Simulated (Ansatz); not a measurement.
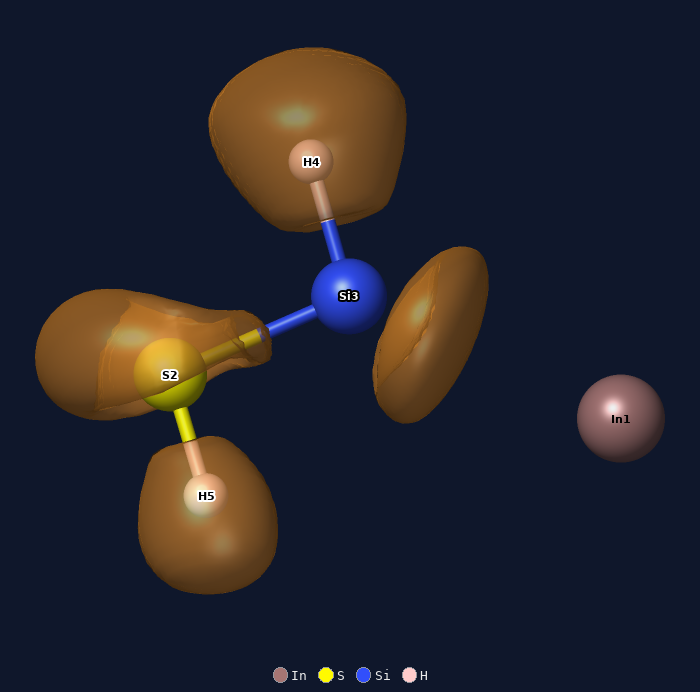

Figure 1: H$_{2}$InSSi (charge +1). Isosurface of the ELF at 0.85 (orange), seen across its widest extent. Core shells and regions of very low density are left out.

Geometry: B3LYP-D3(BJ)/def2-SVP; core potentials replace the inner electrons of In.

Theory: isolated molecule in a Gaussian basis; Kohn-Sham density functional theory, functional PBE0 in Ansatz.

Input file:

```
crystal:
  periodic: [false, false, false]
  atoms:
    - {symbol: In, position_ang: [2.319934, 2.504873, -1.351431]}
    - {symbol: S, position_ang: [-1.349478, -0.634962, -0.885955]}
    - {symbol: Si, position_ang: [0.275681, 0.411585, -0.074061]}
    - {symbol: H, position_ang: [0.197791, -0.125608, 1.328206]}
    - {symbol: H, position_ang: [-1.266599, -0.140939, -2.147130]}
basis:
  gaussian:
    orbitals: def2-TZVPD
total_charge: 1
output: {forces: true, orbitals: {seedname: orbitals}}
hamiltonian:
  xc: pbe0
magnetization:
  spin_polarized: false
```

Command:

```sh
ansatz run input.yaml --threads 1 --pin off --max-ram 2610MiB --events-out events.jsonl --progress --plain --runs-dir runs
```

### What do the ELF domains correspond to?

The ELF exceeds this value in two regions around hydrogen nuclei, one region on S in which the atom's valence shell and bonds are merged and one region wrapped around Si (its valence shell). Profiles from the grid: Si–S (2.10 Å): the ELF peaks at about 0.90 between the atoms (localised, covalent bonding). In–Si (3.19 Å): the ELF peaks at about 1 in the valence shell of Si, 1.1 Å from its nucleus, and drops to about 0.20 between the two atoms.
